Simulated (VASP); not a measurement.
Band structure of NiO (rock salt, AFM-II order). Method: revPBE GGA, VASP's PBE PAW potentials (set 64) (plane waves; VASP).

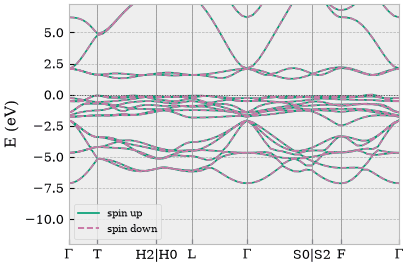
Figure. Bands along high-symmetry lines, zero at the valence-band maximum or, without a gap, the Fermi level

**Question.** Read the plot: is there a gap, and where are the band edges?

**Answer.** The gap is indirect, 1.28 eV, from the valence maximum at F-Γ at 0.55 to the conduction minimum at Γ-S0 at 0.73. (Edges off the drawn lines would not show.)

The compound is NiO in the rock salt, AFM-II order structure. It was relaxed first.
